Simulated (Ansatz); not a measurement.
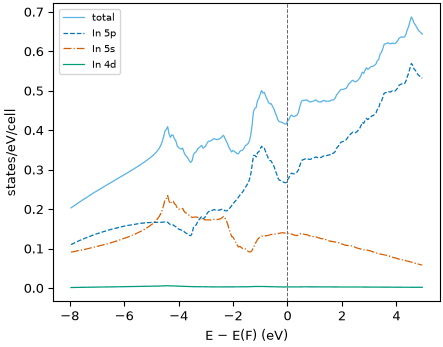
Fig. 1. Total and projected density of states of In (body-centred tetragonal, I4/mmm), DFT-LDA in the program Ansatz with PAW potentials

Question: Which orbitals carry the states next to the Fermi level?

Answer: Within 0.5 eV of the Fermi level: In 5p 66 %, In 5s 32 %. Projections are on Löwdin-orthogonalised atomic valence shells; empty p or d shells of many metals are not among them.

Question: Where is the tallest occupied peak in this window, and what makes it?

Answer: Near -0.9 eV, about 0.50 states/eV per cell; the largest projected share is In 5p.

Its axis ratio c/a = 1.33 departs by over 6 % from that of the usual cell of this phase: another minimum, or an error of the functional. Symmetry was held in the LDA relaxation; whether a distortion lowers the energy is not shown. Scalar-relativistic: spin–orbit coupling is off unless named, which matters more the heavier the elements.

Potentials: the later of the program's two PAW sets.
